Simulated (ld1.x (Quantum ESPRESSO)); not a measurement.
**Potentials for Zr that differ in a few settings**

Aim: generate and test one potential in full, then change a few of its settings and see what happens to hardness, ghosts and transferability.

Program: ld1.x (Quantum ESPRESSO) 7.5. Reference atom: LDA (PZ), fully relativistic, spherical and spin-unpolarised. All values are calculated.

## 1. Starting point

The settings as typed:

```json
{"element": "zirconium (Zr, Z = 40)", "type": "norm-conserving RRKJ (Kleinman–Bylander form)", "frozen core": "[Ar] 3d10 4s2", "valence charge": "10", "reference configuration": "4p6 4d2 5s1 5p0 (charge +1)", "partial waves": "4p (bound): rc 1.75 bohr; 4d (bound): rc 1.96 bohr; 5s (bound): rc 3.10 bohr", "local potential": "the s channel", "core correction": "not asked for"}
```

## 2. Generation of the first potential

The input, Zr.in:

```
 &input
   title='Zr', zed=40., rel=2, dft='PZ', iswitch=3,
   config='[Kr] 4d2 5s1 5p0', rel_dist='average',
   nld=5, rlderiv=3.35, eminld=-5.0, emaxld=5.0, deld=0.02
 /
 &inputp
   pseudotype=2, tm=.false., rho0=0.02, lloc=0,
   nlcc=.false.,
   file_pseudopw='Zr.UPF', file_wfcaegen='ae.wfc', file_wfcncgen='nc.wfc', file_beta='beta', file_chi='chi'
 /
3
4P  2  1   6.00   0.00  1.75  1.75  0.0
4D  3  2   2.00   0.00  1.96  1.96  0.0
5S  1  0   1.00   0.00  3.10  3.10  0.0
 &test
   configts(1)='4p6 4d2 5s1 5p0'
 /
```

Launch:

```console
$ ld1.x < Zr.in > Zr.out
```

Output in Zr.out (without the banner and most projector matrices):

```text
     Program LD1 v.7.5
     --------------------------- All-electron run ----------------------------

     Zr
     dirac relativistic calculation

     atomic number is 40.00
     dft =PZ   lsd =0 sic =0 latt =0  beta=0.20 tr2=1.0E-14
     Exchange-correlation= PZ
                           (   1   1   0   0   0   0   0)
     mesh =1225 r(mesh) = 100.59681 a.u. xmin = -7.00 dx = 0.01250
     1 Ry =  13.60569312 eV, c = 137.03599908

     n l j   nl                  e(Ry)          e(Ha)          e(eV)
     Spin orbit split results
     1 0 0.5 1S 1( 2.00)     -1308.1358      -654.0679    -17798.0949
     2 0 0.5 2S 1( 2.00)      -181.6921       -90.8460     -2472.0469
     2 1 0.5 2P 1( 2.00)      -166.4890       -83.2445     -2265.1988
     2 1 1.5 2P 1( 4.00)      -160.1897       -80.0948     -2179.4915
     3 0 0.5 3S 1( 2.00)       -30.1483       -15.0741      -410.1883
     3 1 0.5 3P 1( 2.00)       -24.4859       -12.2429      -333.1472
     3 1 1.5 3P 1( 4.00)       -23.4814       -11.7407      -319.4810
     4 0 0.5 4S 1( 2.00)        -4.5013        -2.2507       -61.2436
     4 1 0.5 4P 1( 2.00)        -2.9745        -1.4873       -40.4702
     4 1 1.5 4P 1( 4.00)        -2.8417        -1.4209       -38.6638
     3 2 1.5 3D 1( 4.00)       -13.4574        -6.7287      -183.0971
     3 2 2.5 3D 1( 6.00)       -13.2737        -6.6369      -180.5982
     4 2 1.5 4D 1( 0.80)        -0.7550        -0.3775       -10.2725
     4 2 2.5 4D 1( 1.20)        -0.7446        -0.3723       -10.1309
     5 0 0.5 5S 1( 1.00)        -0.7513        -0.3757       -10.2220
     5 1 0.5 5P 1( 0.00)        -0.4818        -0.2409        -6.5558
     5 1 1.5 5P 1( 0.00)        -0.4692        -0.2346        -6.3837
     Averaged results
     1 0     1S 1( 2.00)     -1308.1358      -654.0679    -17798.0949
     2 0     2S 1( 2.00)      -181.6921       -90.8460     -2472.0469
     2 1     2P 1( 6.00)      -162.2895       -81.1447     -2208.0606
     3 0     3S 1( 2.00)       -30.1483       -15.0741      -410.1883
     3 1     3P 1( 6.00)       -23.8162       -11.9081      -324.0364
     4 0     4S 1( 2.00)        -4.5013        -2.2507       -61.2436
     4 1     4P 1( 6.00)        -2.8860        -1.4430       -39.2659
     3 2     3D 1(10.00)       -13.3472        -6.6736      -181.5977
     4 2     4D 1( 2.00)        -0.7488        -0.3744       -10.1876
     5 0     5S 1( 1.00)        -0.7513        -0.3757       -10.2220
     5 1     5P 1( 0.00)        -0.4734        -0.2367        -6.4411

     final scf error:  9.7E-15 reached in  33 iterations

     Etot =   -7189.501048 Ry,   -3594.750524 Ha,  -97818.144960 eV

     Ekin =    7427.615583 Ry,    3713.807791 Ha,  101057.858255 eV
     Encl =  -17339.709939 Ry,   -8669.854970 Ha, -235918.772275 eV
     Eh   =    2942.433968 Ry,    1471.216984 Ha,   40033.853602 eV
     Exc  =    -219.840659 Ry,    -109.920329 Ha,   -2991.084542 eV

     normalization and overlap integrals

     s(1S/1S) =  1.000000  <r> =   0.0371  <r2> =    0.0019  r(max) =   0.0241
     s(2S/2S) =  1.000000  <r> =   0.1625  <r2> =    0.0312  r(max) =   0.1368
     s(2P/2P) =  1.000000  <r> =   0.1387  <r2> =    0.0236  r(max) =   0.1066
     s(2P/2P) =  1.000000  <r> =   0.1431  <r2> =    0.0250  r(max) =   0.1107
     s(3S/3S) =  1.000000  <r> =   0.4592  <r2> =    0.2420  r(max) =   0.4111
     s(3P/3P) =  1.000000  <r> =   0.4555  <r2> =    0.2422  r(max) =   0.3960
     s(3P/3P) =  1.000000  <r> =   0.4661  <r2> =    0.2533  r(max) =   0.4060
     s(4S/4S) =  1.000000  <r> =   1.2117  <r2> =    1.6673  r(max) =   1.0764
     s(4P/4P) =  1.000000  <r> =   1.3462  <r2> =    2.0823  r(max) =   1.1602
     s(4P/4P) =  1.000000  <r> =   1.3779  <r2> =    2.1820  r(max) =   1.1896
     s(3D/3D) =  1.000000  <r> =   0.4507  <r2> =    0.2460  r(max) =   0.3451
     s(3D/3D) =  1.000000  <r> =   0.4543  <r2> =    0.2497  r(max) =   0.3495
     s(4D/4D) =  1.000000  <r> =   2.1302  <r2> =    5.5077  r(max) =   1.5859
     s(4D/4D) =  1.000000  <r> =   2.1504  <r2> =    5.6126  r(max) =   1.6058
     s(5S/5S) =  1.000000  <r> =   3.3921  <r2> =   12.9764  r(max) =   2.9628
     s(5P/5P) =  1.000000  <r> =   4.1574  <r2> =   19.5500  r(max) =   3.6187
     s(5P/5P) =  1.000000  <r> =   4.2367  <r2> =   20.2920  r(max) =   3.7103

     ------------------------ End of All-electron run ------------------------

     --------------------- Generating NC pseudopotential ---------------------

      Generating local pot.: lloc=0, matching radius rcloc =   3.1000

     Fully relativistic calculation: |psi|^2

     Wfc 4P LC norm =  0.99980501 SC norm =  0.00019498 missing  0.00000002

     Wfc 4P LC norm =  0.99981270 SC norm =  0.00018724 missing  0.00000005

     Wfc 4D LC norm =  0.99991533 SC norm =  0.00008464 missing  0.00000004

     Wfc 4D LC norm =  0.99991680 SC norm =  0.00008152 missing  0.00000168

      Wfc   4P  rcut= 1.753  Estimated cut-off energy=       58.82 Ry
      This function has    0 nodes for 0 < r <    1.753

      Wfc   4P  rcut= 1.753  Estimated cut-off energy=       58.70 Ry
      This function has    0 nodes for 0 < r <    1.753

      Wfc   4D  rcut= 1.937  Estimated cut-off energy=       61.72 Ry
      This function has    0 nodes for 0 < r <    1.937

      Wfc   4D  rcut= 1.937  Estimated cut-off energy=       61.70 Ry
      This function has    0 nodes for 0 < r <    1.937

     ------------------- End of pseudopotential generation -------------------

     [... the all-electron block is printed once more ...]


     Computing logarithmic derivative in   3.33639

       Warning: n=2, l=1 expected 0 nodes, found 1
       Setting wfc to zero for this iteration
       (This warning will only be printed once per wavefunction)

     Computing logarithmic derivative in   3.33639
     Computing the partial wave expansion
       no projector for channel:   0
     R is outside the sphere for l=    1 j= 0.50
     R is outside the sphere for l=    1 j= 1.50
     R is outside the sphere for l=    2 j= 1.50
     R is outside the sphere for l=    2 j= 2.50

     ---------------------- Testing the pseudopotential ----------------------

     Zr
     dirac relativistic calculation

     atomic number is 40.00   valence charge is 10.00
     dft =PZ   lsd =0 sic =0 latt =0  beta=0.20 tr2=1.0E-14
     mesh =1225 r(mesh) = 100.59681 xmin = -7.00 dx = 0.01250

     n l  j  nl             e AE (Ry)       e PS (Ry)    De AE-PS (Ry)
     2 1 0.5 4P   1( 2.00)       -2.97451       -2.97451       -0.00000
     2 1 1.5 4P   1( 4.00)       -2.84174       -2.84174       -0.00000
     3 2 1.5 4D   1( 0.80)       -0.75502       -0.75502       -0.00000
     3 2 2.5 4D   1( 1.20)       -0.74461       -0.74461        0.00000
     1 0 0.5 5S   1( 1.00)       -0.75130       -0.75130        0.00000
     3 1 0.5 5P   1( 0.00)       -0.48184       -0.41881       -0.06303  !
     3 1 1.5 5P   1( 0.00)       -0.46920       -0.41267       -0.05652  !

     eps = 6.7E-15  iter = 10

     Etot =   -7189.501048 Ry,   -3594.750524 Ha,  -97818.144960 eV
     Etotps =   -59.915280 Ry,     -29.957640 Ha,    -815.188908 eV

     Ekin =      23.990823 Ry,      11.995411 Ha,     326.411773 eV
     Encl =     -74.578852 Ry,     -37.289426 Ha,   -1014.696969 eV
     Ehrt =      42.754987 Ry,      21.377493 Ha,     581.711226 eV
     Ecxc =      -7.797254 Ry,      -3.898627 Ha,    -106.087046 eV
     Epseu=     -44.284983 Ry,     -22.142492 Ha,    -602.527892 eV

     ---------------------- End of pseudopotential test ----------------------
```

Run time: 2.5 s. Hardware: 1 thread, shared host. This counts the later configuration tests of the new file too.

## 3. Testing the new file in other configurations

The input, Zr.test.in:

```
 &input
   title='Zr', zed=40., rel=2, dft='PZ', iswitch=2,
   config='[Kr] 4d2 5s1 5p0', rel_dist='average'
 /
 &test
   file_pseudo='Zr.UPF', nconf=8,
   configts(1)='4p6 4d2 5s1 5p0',
   configts(2)='4p6 4d2 5s2 5p0',
   configts(3)='4p6 4d2 5s0 5p0',
   configts(4)='4p6 4d1 5s0 5p0',
   configts(5)='4p6 4d2 5s1 5p1',
   configts(6)='4p6 4d1 5s2 5p1',
   configts(7)='4p5 4d2 5s2 5p0',
   configts(8)='4p6 4d2 5s0 5p2'
 /
```

Launch:

```console
$ ld1.x < Zr.test.in > Zr.test.out
```

Zr.test.out, the pseudopotential blocks, each with the warnings that came before it:

```text
     ---------------------- Testing the pseudopotential ----------------------

     Zr
     dirac relativistic calculation

     atomic number is 40.00   valence charge is 10.00
     dft =PZ   lsd =0 sic =0 latt =0  beta=0.20 tr2=1.0E-14
     mesh =1225 r(mesh) = 100.59681 xmin = -7.00 dx = 0.01250

     n l  j  nl             e AE (Ry)       e PS (Ry)    De AE-PS (Ry)
     2 1 0.5 4P   1( 2.00)       -2.97451       -2.97451       -0.00000
     2 1 1.5 4P   1( 4.00)       -2.84174       -2.84174       -0.00000
     3 2 1.5 4D   1( 0.80)       -0.75502       -0.75502       -0.00000
     3 2 2.5 4D   1( 1.20)       -0.74461       -0.74461        0.00000
     1 0 0.5 5S   1( 1.00)       -0.75130       -0.75130        0.00000
     3 1 0.5 5P   1( 0.00)       -0.48184       -0.41881       -0.06303  !
     3 1 1.5 5P   1( 0.00)       -0.46920       -0.41267       -0.05652  !

     eps = 7.2E-16  iter = 14

     Etot =   -7189.501048 Ry,   -3594.750524 Ha,  -97818.144960 eV
     Etotps =   -59.915282 Ry,     -29.957641 Ha,    -815.188935 eV

     Ekin =      23.990821 Ry,      11.995410 Ha,     326.411746 eV
     Encl =     -74.578852 Ry,     -37.289426 Ha,   -1014.696972 eV
     Ehrt =      42.754987 Ry,      21.377493 Ha,     581.711229 eV
     Ecxc =      -7.797254 Ry,      -3.898627 Ha,    -106.087046 eV
     Epseu=     -44.284983 Ry,     -22.142492 Ha,    -602.527892 eV

     ---------------------- End of pseudopotential test ----------------------

     ---------------------- Testing the pseudopotential ----------------------

     Zr
     dirac relativistic calculation

     atomic number is 40.00   valence charge is 10.00
     dft =PZ   lsd =0 sic =0 latt =0  beta=0.20 tr2=1.0E-14
     mesh =1225 r(mesh) = 100.59681 xmin = -7.00 dx = 0.01250

     n l  j  nl             e AE (Ry)       e PS (Ry)    De AE-PS (Ry)
     2 1 0.5 4P   1( 2.00)       -2.47828       -2.48331        0.00503  !
     2 1 1.5 4P   1( 4.00)       -2.34562       -2.35038        0.00476
     3 2 1.5 4D   1( 0.80)       -0.28043       -0.28196        0.00153
     3 2 2.5 4D   1( 1.20)       -0.27090       -0.27237        0.00148
     1 0 0.5 5S   1( 2.00)       -0.33771       -0.33754       -0.00017
     3 1 0.5 5P   1( 0.00)       -0.11926       -0.08467       -0.03459  !
     3 1 1.5 5P   1( 0.00)       -0.11151       -0.08122       -0.03029  !

     eps = 2.5E-15  iter = 11

     Etot =   -7190.041403 Ry,   -3595.020702 Ha,  -97825.496873 eV
     Etotps =   -60.455540 Ry,     -30.227770 Ha,    -822.539524 eV
     dEtot_ae =      -0.540356 Ry
     dEtot_ps =      -0.540258 Ry,   Delta E=      -0.000097 Ry

     Ekin =      23.762806 Ry,      11.881403 Ha,     323.309443 eV
     Encl =     -79.637016 Ry,     -39.818508 Ha,   -1083.516795 eV
     Ehrt =      47.360458 Ry,      23.680229 Ha,     644.371864 eV
     Ecxc =      -8.118055 Ry,      -4.059028 Ha,    -110.451767 eV
     Epseu=     -43.823733 Ry,     -21.911867 Ha,    -596.252268 eV

     ---------------------- End of pseudopotential test ----------------------

     Warning: n=2, l=1 expected 0 nodes, found 1
     ---------------------- Testing the pseudopotential ----------------------

     Zr
     dirac relativistic calculation

     atomic number is 40.00   valence charge is 10.00
     dft =PZ   lsd =0 sic =0 latt =0  beta=0.20 tr2=1.0E-14
     mesh =1225 r(mesh) = 100.59681 xmin = -7.00 dx = 0.01250

     n l  j  nl             e AE (Ry)       e PS (Ry)    De AE-PS (Ry)
     2 1 0.5 4P   1( 2.00)       -3.54824       -3.54263       -0.00561  !
     2 1 1.5 4P   1( 4.00)       -3.41493       -3.40967       -0.00525  !
     3 2 1.5 4D   1( 0.80)       -1.29399       -1.29221       -0.00178
     3 2 2.5 4D   1( 1.20)       -1.28248       -1.28076       -0.00172
     1 0 0.5 5S   1( 0.00)       -1.19595       -1.19693        0.00098
     3 1 0.5 5P   1( 0.00)       -0.87538       -0.77749       -0.09789  !
     3 1 1.5 5P   1( 0.00)       -0.85753       -0.76872       -0.08881  !

     eps = 2.1E-16  iter =  9

     Etot =   -7188.527840 Ry,   -3594.263920 Ha,  -97804.903791 eV
     Etotps =   -58.941771 Ry,     -29.470885 Ha,    -801.943646 eV
     dEtot_ae =       0.973208 Ry
     dEtot_ps =       0.973511 Ry,   Delta E=      -0.000303 Ry

     Ekin =      24.223889 Ry,      12.111944 Ha,     329.582795 eV
     Encl =     -68.780419 Ry,     -34.390209 Ha,    -935.805267 eV
     Ehrt =      37.949908 Ry,      18.974954 Ha,     516.334808 eV
     Ecxc =      -7.457970 Ry,      -3.728985 Ha,    -101.470854 eV
     Epseu=     -44.877179 Ry,     -22.438590 Ha,    -610.585127 eV

     ---------------------- End of pseudopotential test ----------------------

     ---------------------- Testing the pseudopotential ----------------------

     Zr
     dirac relativistic calculation

     atomic number is 40.00   valence charge is 10.00
     dft =PZ   lsd =0 sic =0 latt =0  beta=0.20 tr2=1.0E-14
     mesh =1225 r(mesh) = 100.59681 xmin = -7.00 dx = 0.01250

     n l  j  nl             e AE (Ry)       e PS (Ry)    De AE-PS (Ry)
     2 1 0.5 4P   1( 2.00)       -4.45036       -4.45852        0.00816  !
     2 1 1.5 4P   1( 4.00)       -4.31255       -4.32041        0.00786  !
     3 2 1.5 4D   1( 0.40)       -2.09380       -2.09568        0.00188
     3 2 2.5 4D   1( 0.60)       -2.07988       -2.08167        0.00179
     1 0 0.5 5S   1( 0.00)       -1.79165       -1.79213        0.00048
     3 1 0.5 5P   1( 0.00)       -1.40587       -1.24419       -0.16168  !
     3 1 1.5 5P   1( 0.00)       -1.38099       -1.23236       -0.14863  !

     eps = 1.3E-15  iter =  7

     Etot =   -7186.850769 Ry,   -3593.425385 Ha,  -97782.086087 eV
     Etotps =   -57.264191 Ry,     -28.632096 Ha,    -779.119011 eV
     dEtot_ae =       2.650278 Ry
     dEtot_ps =       2.651091 Ry,   Delta E=      -0.000812 Ry

     Ekin =      21.992259 Ry,      10.996130 Ha,     299.219932 eV
     Encl =     -61.049481 Ry,     -30.524741 Ha,    -830.620510 eV
     Ehrt =      31.043137 Ry,      15.521568 Ha,     422.363389 eV
     Ecxc =      -6.685252 Ry,      -3.342626 Ha,     -90.957490 eV
     Epseu=     -42.564853 Ry,     -21.282427 Ha,    -579.124332 eV

     ---------------------- End of pseudopotential test ----------------------

     ---------------------- Testing the pseudopotential ----------------------

     Zr
     dirac relativistic calculation

     atomic number is 40.00   valence charge is 10.00
     dft =PZ   lsd =0 sic =0 latt =0  beta=0.20 tr2=1.0E-14
     mesh =1225 r(mesh) = 100.59681 xmin = -7.00 dx = 0.01250

     n l  j  nl             e AE (Ry)       e PS (Ry)    De AE-PS (Ry)
     2 1 0.5 4P   1( 2.00)       -2.56884       -2.60927        0.04043  !
     2 1 1.5 4P   1( 4.00)       -2.43604       -2.47636        0.04032  !
     3 2 1.5 4D   1( 0.80)       -0.35883       -0.39386        0.03502  !
     3 2 2.5 4D   1( 1.20)       -0.34889       -0.38374        0.03485  !
     1 0 0.5 5S   1( 1.00)       -0.39228       -0.41669        0.02441  !
     3 1 0.5 5P   1( 0.33)       -0.16317       -0.14131       -0.02185  !
     3 1 1.5 5P   1( 0.67)       -0.15461       -0.13737       -0.01725  !

     eps = 3.6E-15  iter = 18

     Etot =   -7189.812463 Ry,   -3594.906232 Ha,  -97822.381988 eV
     Etotps =   -60.189852 Ry,     -30.094926 Ha,    -818.924660 eV
     dEtot_ae =      -0.311416 Ry
     dEtot_ps =      -0.274571 Ry,   Delta E=      -0.036845 Ry

     Ekin =      24.130318 Ry,      12.065159 Ha,     328.309707 eV
     Encl =     -78.299460 Ry,     -39.149730 Ha,   -1065.318429 eV
     Ehrt =      46.200471 Ry,      23.100236 Ha,     628.589436 eV
     Ecxc =      -8.001721 Ry,      -4.000861 Ha,    -108.868961 eV
     Epseu=     -44.219461 Ry,     -22.109730 Ha,    -601.636413 eV

     ---------------------- End of pseudopotential test ----------------------

     ---------------------- Testing the pseudopotential ----------------------

     Zr
     dirac relativistic calculation

     atomic number is 40.00   valence charge is 10.00
     dft =PZ   lsd =0 sic =0 latt =0  beta=0.20 tr2=1.0E-14
     mesh =1225 r(mesh) = 100.59681 xmin = -7.00 dx = 0.01250

     n l  j  nl             e AE (Ry)       e PS (Ry)    De AE-PS (Ry)
     2 1 0.5 4P   1( 2.00)       -2.75299       -2.82150        0.06852  !
     2 1 1.5 4P   1( 4.00)       -2.61760       -2.68500        0.06741  !
     3 2 1.5 4D   1( 0.40)       -0.48351       -0.53381        0.05030  !
     3 2 2.5 4D   1( 0.60)       -0.47214       -0.52207        0.04994  !
     1 0 0.5 5S   1( 2.00)       -0.44211       -0.46902        0.02691  !
     3 1 0.5 5P   1( 0.33)       -0.18904       -0.15744       -0.03160  !
     3 1 1.5 5P   1( 0.67)       -0.17864       -0.15280       -0.02584  !

     eps = 8.2E-15  iter = 13

     Etot =   -7189.816415 Ry,   -3594.908208 Ha,  -97822.435755 eV
     Etotps =   -60.177052 Ry,     -30.088526 Ha,    -818.750508 eV
     dEtot_ae =      -0.315368 Ry
     dEtot_ps =      -0.261771 Ry,   Delta E=      -0.053597 Ry

     Ekin =      22.190399 Ry,      11.095200 Ha,     301.915759 eV
     Encl =     -77.301673 Ry,     -38.650837 Ha,   -1051.742844 eV
     Ehrt =      44.555501 Ry,      22.277750 Ha,     606.208468 eV
     Ecxc =      -7.733430 Ry,      -3.866715 Ha,    -105.218679 eV
     Epseu=     -41.887848 Ry,     -20.943924 Ha,    -569.913211 eV

     ---------------------- End of pseudopotential test ----------------------

     ---------------------- Testing the pseudopotential ----------------------

     Zr
     dirac relativistic calculation

     atomic number is 40.00   valence charge is 10.00
     dft =PZ   lsd =0 sic =0 latt =0  beta=0.20 tr2=1.0E-14
     mesh =1225 r(mesh) = 100.59681 xmin = -7.00 dx = 0.01250

     n l  j  nl             e AE (Ry)       e PS (Ry)    De AE-PS (Ry)
     2 1 0.5 4P   1( 1.67)       -3.33047       -3.36820        0.03773  !
     2 1 1.5 4P   1( 3.33)       -3.19107       -3.22703        0.03596  !
     3 2 1.5 4D   1( 0.80)       -0.99302       -1.00851        0.01549  !
     3 2 2.5 4D   1( 1.20)       -0.98007       -0.99525        0.01518  !
     1 0 0.5 5S   1( 2.00)       -0.85183       -0.84667       -0.00517  !
     3 1 0.5 5P   1( 0.00)       -0.55045       -0.46384       -0.08662  !
     3 1 1.5 5P   1( 0.00)       -0.53514       -0.45693       -0.07821  !

     eps = 5.8E-15  iter = 12

     Etot =   -7187.241625 Ry,   -3593.620813 Ha,  -97787.403952 eV
     Etotps =   -57.634671 Ry,     -28.817335 Ha,    -784.159643 eV
     dEtot_ae =       2.259422 Ry
     dEtot_ps =       2.280611 Ry,   Delta E=      -0.021188 Ry

     Ekin =      22.600622 Ry,      11.300311 Ha,     307.497131 eV
     Encl =     -73.084687 Ry,     -36.542344 Ha,    -994.367829 eV
     Ehrt =      39.810731 Ry,      19.905366 Ha,     541.652595 eV
     Ecxc =      -7.282099 Ry,      -3.641049 Ha,     -99.078003 eV
     Epseu=     -39.679238 Ry,     -19.839619 Ha,    -539.863537 eV

     ---------------------- End of pseudopotential test ----------------------

     ---------------------- Testing the pseudopotential ----------------------

     Zr
     dirac relativistic calculation

     atomic number is 40.00   valence charge is 10.00
     dft =PZ   lsd =0 sic =0 latt =0  beta=0.20 tr2=1.0E-14
     mesh =1225 r(mesh) = 100.59681 xmin = -7.00 dx = 0.01250

     n l  j  nl             e AE (Ry)       e PS (Ry)    De AE-PS (Ry)
     2 1 0.5 4P   1( 2.00)       -2.65187       -2.72858        0.07671  !
     2 1 1.5 4P   1( 4.00)       -2.51889       -2.59557        0.07668  !
     3 2 1.5 4D   1( 0.80)       -0.42957       -0.49722        0.06765  !
     3 2 2.5 4D   1( 1.20)       -0.41924       -0.48659        0.06734  !
     1 0 0.5 5S   1( 0.00)       -0.43892       -0.48458        0.04565  !
     3 1 0.5 5P   1( 0.67)       -0.19876       -0.18437       -0.01439  !
     3 1 1.5 5P   1( 1.33)       -0.18927       -0.17977       -0.00951  !

     eps = 9.6E-15  iter = 15

     Etot =   -7189.571728 Ry,   -3594.785864 Ha,  -97819.106617 eV
     Etotps =   -59.899125 Ry,     -29.949562 Ha,    -814.969108 eV
     dEtot_ae =      -0.070680 Ry
     dEtot_ps =       0.016157 Ry,   Delta E=      -0.086837 Ry

     Ekin =      24.553104 Ry,      12.276552 Ha,     334.061998 eV
     Encl =     -77.053177 Ry,     -38.526588 Ha,   -1048.361876 eV
     Ehrt =      45.152678 Ry,      22.576339 Ha,     614.333475 eV
     Ecxc =      -7.908307 Ry,      -3.954153 Ha,    -107.597992 eV
     Epseu=     -44.643423 Ry,     -22.321711 Ha,    -607.404713 eV

     ---------------------- End of pseudopotential test ----------------------
```

Energies count from the reference configuration 4p6 4d2 5s1 5p0; the error is all-electron less pseudo. A star marks tests that logged a warning.

```tsv
valence configuration	charge	ΔE all-electron (eV)	error AE − PS (meV)
4p6 4d2 5s2 5p0	0	-7.352	-1.3
4p6 4d2 5s0 5p0 *	+2	13.241	-4.1
4p6 4d1 5s0 5p0	+3	36.059	-11
4p6 4d2 5s1 5p1	0	-4.237	-501
4p6 4d1 5s2 5p1	0	-4.291	-729
4p5 4d2 5s2 5p0	+1	30.741	-288
4p6 4d2 5s0 5p2	0	-0.962	-1181
```

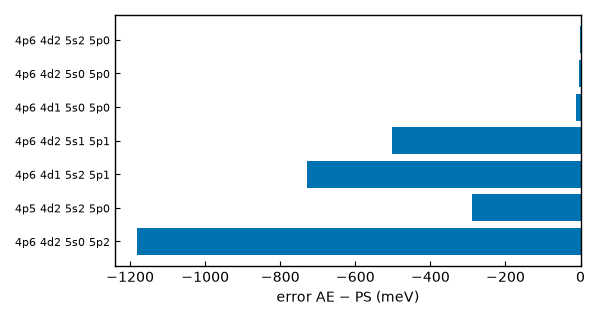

Error of the potential in each test configuration.

(Part 1 of 2 ends here.)
